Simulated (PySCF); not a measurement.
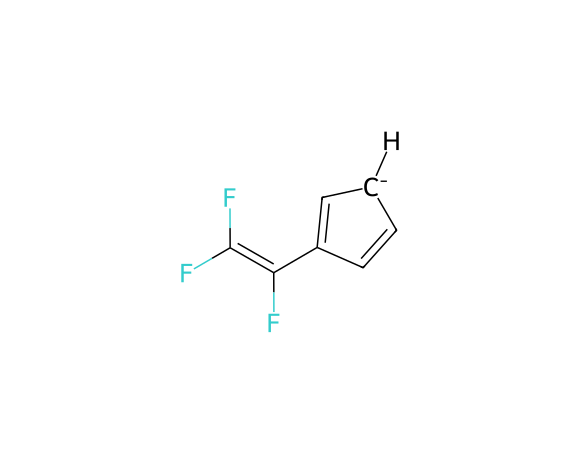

A structural formula. State: charge −1, singlet.

Give its SMILES.

FC(F)=C(F)c1cc[cH-]c1

Give the formula, hydrogens included.

C7H4F3, charge -1.

An optimisation with GFN2-xTB gave a structure of which point group?

Cs. Other conformers may differ.

The parts below concern this one geometry. Atoms keep their numbers from picture to picture. The geometry was computed by an optimisation with GFN2-xTB. No frequency run is at hand to confirm it as a minimum.

**Shape**

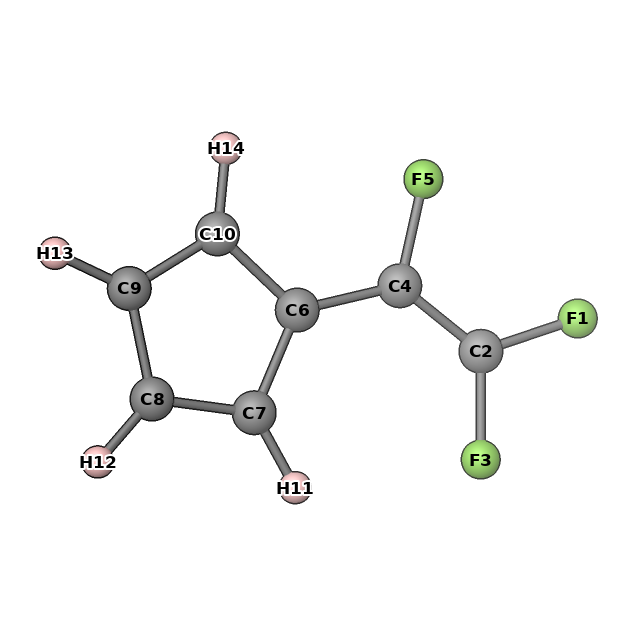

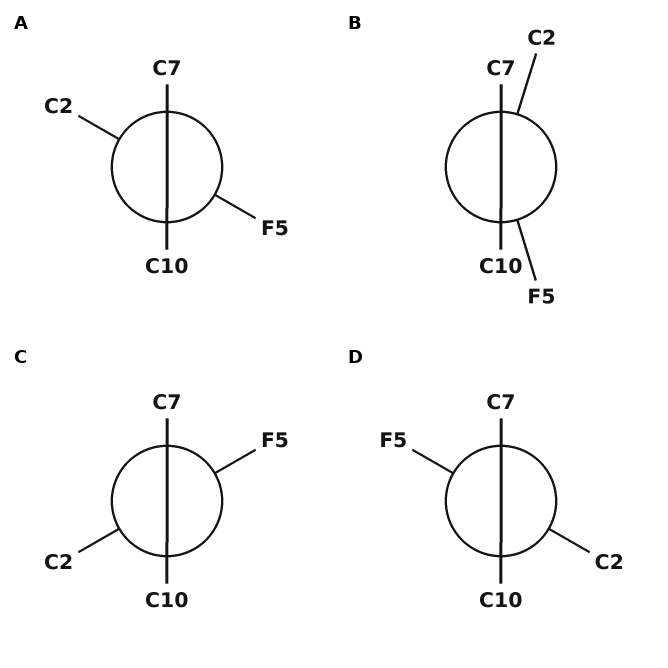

Distant atoms are faded towards the background colour. Bonds that would overlap in a projection are set slightly apart. No frequency run is at hand to confirm it as a minimum.

Which Newman projection shows the view along C6–C4, with C6 in front?

B. The torsion angle C7–C6–C4–F5 is 180°, antiperiplanar (anti).

**NMR shielding**

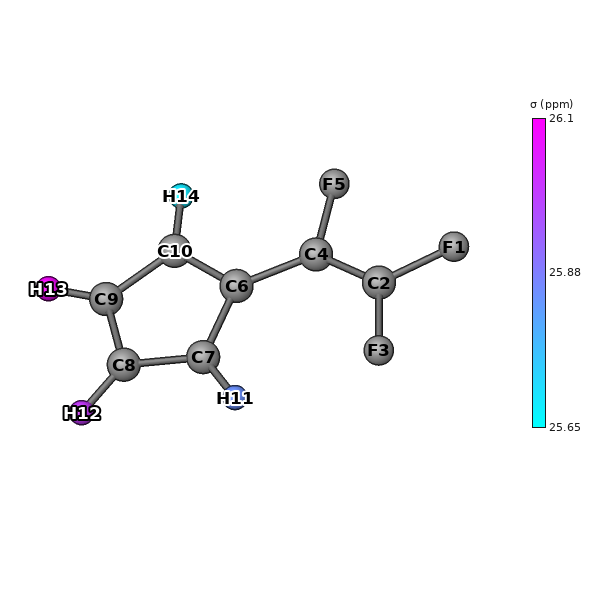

Atoms are coloured by their isotropic NMR shieldings (H only, the others grey). No frequency run is at hand to confirm it as a minimum. Level of theory: GIAO PBE0/pcSseg-1 NMR shielding, non-relativistic, gas phase (PySCF 2.14.0).

List the isotropic NMR shieldings of the H atoms.

| atom | σ (ppm) |
| --- | --- |
| H11 | 25.84 |
| H12 | 26.00 |
| H13 | 26.08 |
| H14 | 25.69 |

**Electronic properties**

No frequency run is at hand to confirm it as a minimum. Level of theory: PBE0/def2-SVPD, gas phase (PySCF 2.14.0).

What is the mean static polarisability?

99.8 bohr³.

Give the HOMO energy (Kohn–Sham orbital) at this level.

−0.61 eV.

**Bond orders**

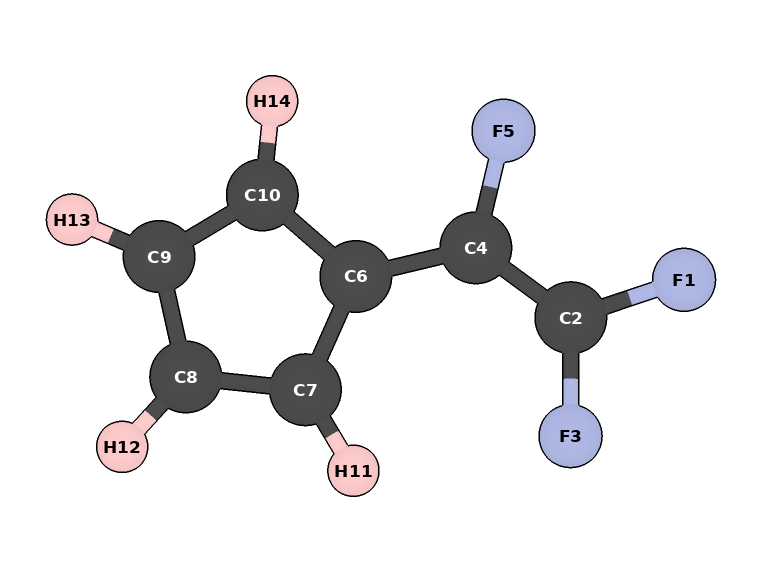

Every bond is drawn as one stick. No frequency run is at hand to confirm it as a minimum. Computed with PBE0/pcSseg-1 (PySCF 2.14.0).

Which bond has the highest Mayer bond order?

C2–C4, 1.65, at a length of 1.348 Å.

List the Mayer bond orders of F1–C2, C2–F3, C2–C4, C4–F5, C4–C6, C6–C7, C6–C10, C7–C8, C7–H11, C8–C9, C8–H12, C9–C10, C9–H13, C10–H14.

```
   bond  Mayer order  length (Å)
  F1–C2         0.91       1.365
  C2–F3         0.95       1.354
  C2–C4         1.65       1.348
  C4–F5         0.90       1.377
  C4–C6         1.07       1.410
  C6–C7         1.31       1.418
 C6–C10         1.31       1.419
  C7–C8         1.48       1.375
 C7–H11         0.99       1.077
  C8–C9         1.33       1.410
 C8–H12         0.98       1.081
 C9–C10         1.48       1.374
 C9–H13         0.98       1.081
C10–H14         0.99       1.078
```
